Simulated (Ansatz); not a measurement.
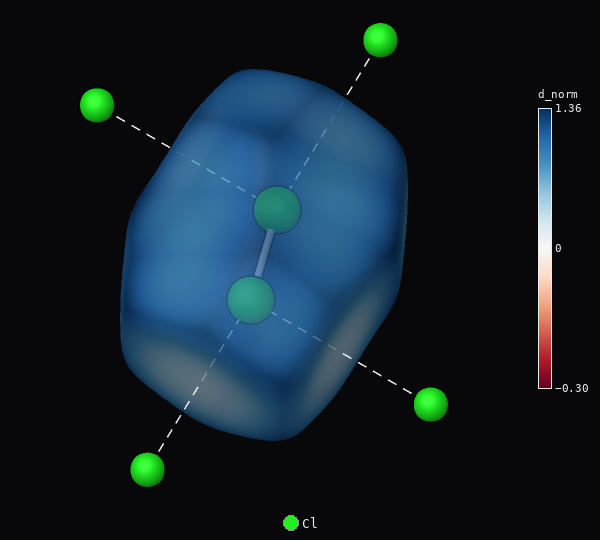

Hirshfeld surface computed for the Cl2 molecule in Cl in space group Cmce, coloured by d_norm. Dashed lines lead to the closest neighbours outside.

The surface is where the fragment's share of the procrystal density (the sum of the densities of spherically averaged neutral Hartree-Fock atoms) equals one half. d_i and d_e are the distances from the surface to the nearest nucleus inside and outside; d_norm adds both, each measured against its van der Waals radius (Alvarez: Cl 1.82 Å), so red marks contacts shorter than the sum of radii, white equal and blue longer.

Source of the atomic positions: the end point of a relaxation with DFT, revPBE, plane waves (420 eV) with PAW, scalar-relativistic (Ansatz).

```cif
data_structure
_symmetry_space_group_name_H-M 'P 1'
_symmetry_Int_Tables_number 1
_cell_length_a 8.8621
_cell_length_b 5.7181
_cell_length_c 9.6233
_cell_angle_alpha 90.000
_cell_angle_beta 90.000
_cell_angle_gamma 90.000
_cell_volume 487.66
loop_
_atom_site_label
_atom_site_type_symbol
_atom_site_fract_x
_atom_site_fract_y
_atom_site_fract_z
_atom_site_occupancy
Cl1 Cl 0.50000 0.58532 0.09147 1
Cl2 Cl 0.50000 0.91468 0.59147 1
Cl3 Cl 0.50000 0.41468 0.90853 1
Cl4 Cl 0.50000 0.08532 0.40853 1
Cl5 Cl 0.00000 0.08532 0.09147 1
Cl6 Cl 0.00000 0.41468 0.59147 1
Cl7 Cl 0.00000 0.91468 0.90853 1
Cl8 Cl 0.00000 0.58532 0.40853 1
```

### Which contact with the surroundings is the closest relative to the atoms' sizes?

Cl···Cl at 4.18 Å, 115 % of the sum of the van der Waals radii.

### How is the surface shared among contacts (both directions of a pair summed)?

Cl···Cl 100 %.

### Give the size and shape of the surface.

It encloses about 118 Å³, has an area of about 123 Å² and a globularity of 0.94 (1 for a sphere).
